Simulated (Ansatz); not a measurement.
**PBE0/6-31G(d) (spherical functions) run of BGeNH6 (SMILES B[NH][GeH3])**

What is the vertical ionisation energy of BGeNH6 at PBE0/6-31G* (spherical functions)? 

The calculation is run with Ansatz 0.2.0.

69 further runs of the same task are left out: 69 set aside as unsound or not needed.

## (1) The molecule

The species is BGeNH6 (9 atoms), meant as a singlet with charge 0. SMILES: `B[NH][GeH3]`. The coordinates come from a PBE0-D4/def2-TZVP relaxation.

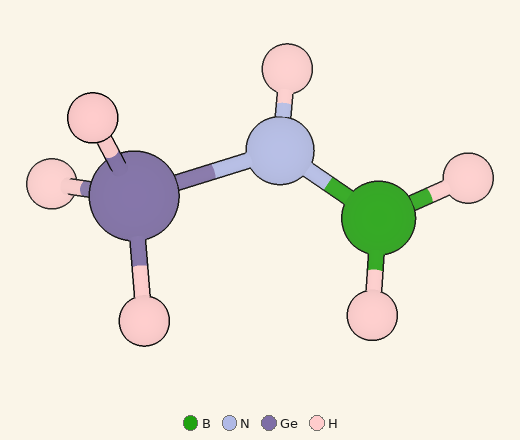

The structure, seen from a chosen angle (boron green, nitrogen light blue, germanium purple, hydrogen pink).

## (2) The energy at PBE0/6-31G(d) (spherical functions)

Input file job.yaml:

```yaml
crystal:
  periodic: [false, false, false]
  atoms:
    - symbol: B
      position_ang: [-0.874000, 0.629500, -1.162900]
    - symbol: "N"
      position_ang: [-0.023300, 0.687100, -0.062700]
    - symbol: Ge
      position_ang: [0.665200, -0.761400, 0.866600]
    - symbol: H
      position_ang: [-1.217900, -0.440700, -1.581000]
    - symbol: H
      position_ang: [-1.249100, 1.647000, -1.674800]
    - symbol: H
      position_ang: [0.253900, 1.598400, 0.272500]
    - symbol: H
      position_ang: [2.201600, -0.714800, 0.804900]
    - symbol: H
      position_ang: [0.114900, -2.015200, 0.184600]
    - symbol: H
      position_ang: [0.217300, -0.676000, 2.335700]
basis:
  gaussian:
    orbitals: 6-31G_st_-spherical.json
hamiltonian:
  xc: {name: PBE0}
accuracy: high
output: {orbitals: {seedname: orbitals}}
```

The basis set 6-31G* is read from a file made from the Basis Set Exchange's data (not shown).

On the command line:

```console
$ ansatz run job.yaml --threads 1 --pin off --max-ram 3480MiB --events-out events.jsonl --progress --plain --runs-dir runs
```

Log:

```text
Warning: RAYON_NUM_THREADS=1 ignored (pool sized by the plan → 1); use --threads N
Functional definition: PBE0
  name "PBE0"
  parameter a = 0.25
  parameter kappa = 0.804
  parameter beta = 0.06672455060314922
  exchange = (1 - a)*pbe_x(kappa = kappa, mu = beta*pi^2/3) + a*exact_x
  correlation = pbe_c(beta = beta)
1655 factors; integrals over basis functions are off by at most 4.5e-9 eV
mean field evaluation 1: about -58760.4708 eV, gradient 4.7e1 eV
mean field evaluation 2: about -58753.5448 eV, gradient 7.1e1 eV
mean field evaluation 4: about -58764.8176 eV, gradient 2.5e0 eV
mean field evaluation 8: about -58765.0038 eV, gradient 1.3e-1 eV
mean field evaluation 16: about -58765.0038 eV, gradient 6.4e-6 eV
mean field -58765.00383189 eV, -2159.5740584717 hartree, gradient 8.3e-8 eV, S^2 0.000000; 0 other end points of the search recorded, 0 dependent functions left out
reference -58765.00383485 eV, -2159.5740585806 hartree; 25, 25 occupied and 47, 47 virtual orbitals, 1655 factors
Total energy: -58765.00383485 eV, -2159.5740585806 hartree
```

Wall time 5.7 s (1 thread of Arm Neoverse V2, shared host); peak memory 0.23 GiB.

## (3) The doublet cation at the same level

Input file molecule.yaml:

```yaml
crystal:
  periodic: [false, false, false]
  atoms:
    - symbol: B
      position_ang: [-0.874000, 0.629500, -1.162900]
    - symbol: "N"
      position_ang: [-0.023300, 0.687100, -0.062700]
    - symbol: Ge
      position_ang: [0.665200, -0.761400, 0.866600]
    - symbol: H
      position_ang: [-1.217900, -0.440700, -1.581000]
    - symbol: H
      position_ang: [-1.249100, 1.647000, -1.674800]
    - symbol: H
      position_ang: [0.253900, 1.598400, 0.272500]
    - symbol: H
      position_ang: [2.201600, -0.714800, 0.804900]
    - symbol: H
      position_ang: [0.114900, -2.015200, 0.184600]
    - symbol: H
      position_ang: [0.217300, -0.676000, 2.335700]
basis:
  gaussian:
    orbitals: 6-31G_st_-spherical.json
total_charge: 1
magnetization:
  spin_polarized: true
  initial_magnetization: 1
hamiltonian:
  xc: {name: PBE0}
accuracy: high
output: {orbitals: {seedname: orbitals}}
```

The basis set 6-31G* is read from a file made from the Basis Set Exchange's data (not shown).

On the command line:

```console
$ ansatz run molecule.yaml --threads 1 --pin off --max-ram 3480MiB --events-out events.jsonl --progress --plain --runs-dir runs
```

Log (excerpt; [...] marks lines left out):

```text
Warning: RAYON_NUM_THREADS=1 ignored (pool sized by the plan → 1); use --threads N
[... 7 set-up lines as earlier in the session ...]
1655 factors; integrals over basis functions are off by at most 4.4e-9 eV
mean field evaluation 1: about -58740.3997 eV, gradient 5.3e1 eV
mean field evaluation 2: about -58700.6038 eV, gradient 9.4e1 eV
mean field evaluation 4: about -58754.1233 eV, gradient 8.4e0 eV
mean field evaluation 8: about -58754.5466 eV, gradient 2.1e-1 eV
mean field evaluation 16: about -58754.7296 eV, gradient 4.5e-3 eV
mean field evaluation 32: about -58754.7296 eV, gradient 7.5e-7 eV
mean field -58754.72964071 eV, -2159.1964889099 hartree, gradient 8.0e-8 eV, S^2 0.758175; 2 other end points of the search recorded, 0 dependent functions left out
reference -58754.72964354 eV, -2159.1964890138 hartree; 25, 24 occupied and 47, 48 virtual orbitals, 1655 factors
Total energy: -58754.72964354 eV, -2159.1964890138 hartree
```

Wall time 18 s (1 thread of Arm Neoverse V2, shared host); peak memory 0.34 GiB.

## (4) Results

Level: PBE0/6-31G* (spherical functions).

| quantity | value |
| --- | --- |
| singlet BGeNH6: total energy | -2159.57406 Eh |
| singlet BGeNH6: HOMO energy | -8.12 eV |
| singlet BGeNH6: LUMO energy | 0.58 eV |
| singlet BGeNH6: HOMO–LUMO gap | 8.70 eV |
| doublet cation: total energy | -2159.19649 Eh |
| doublet cation: HOMO energy (highest over α and β) | -14.59 eV |
| doublet cation: LUMO energy (lowest over α and β) | -12.41 eV |
| doublet cation: ⟨S²⟩ | 0.758 |
| vertical ionisation energy (to the doublet cation) | 10.274 eV |

What this shows: Removing an electron at fixed nuclei costs 10.27 eV (991 kJ/mol). The negative HOMO energy of the first species, 8.12 eV, lies 2.15 eV below that difference.
